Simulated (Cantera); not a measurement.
Input: 1 mol LiOH, 4.6 mol H2O, 1.3 mol H2, held at 13.3 mbar.

Method: chemical equilibrium by Gibbs-energy minimisation in Cantera with the NASA 1993 tables (ideal gas, pure condensed phases). Candidate condensed phases: H2O, Li, LiH, LiOH, Li2O; 17 gas species. The numbers say what is thermodynamically allowed, not how fast it happens.

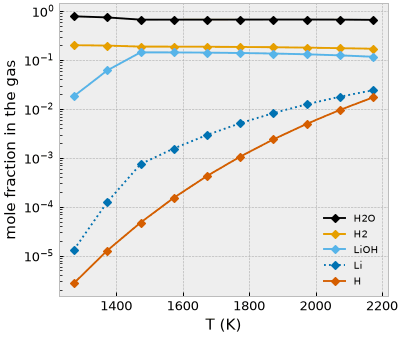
*Equilibrium gas composition (values under 1e-9 drawn at 1e-9)*

Read off the mole fractions at 1473 K.

H2O about 0.67, H2 about 0.19, LiOH about 0.14, Li about 0.00074, H about 4.8e-5.
